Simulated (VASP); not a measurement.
Shape and ions are relaxed at each volume.

Energy against volume of BN (wurtzite). Level of theory: r2SCAN meta-GGA, VASP's PBE PAW potentials (set 64) (plane waves; VASP).

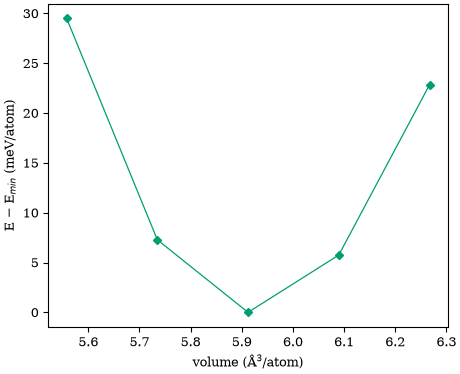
*Energy against volume*

### Question
Estimate the equilibrium volume and the bulk modulus.

### Answer
The minimum lies near 5.9 Å³/atom, and the curvature gives B0 of about 390 GPa.

Measured: bulk modulus 375 GPa (computed value off by +4.0 %), as given by Equation of state of wurtzitic boron nitride to 66 GPa, Appl. Phys. Lett., doi 10.1063/1.121186. The calculation is for a static lattice, while the measured bulk modulus holds thermal and zero-point effects, which are part of the difference.

The compound is BN in the wurtzite structure, a metastable high-pressure form. It was relaxed first.
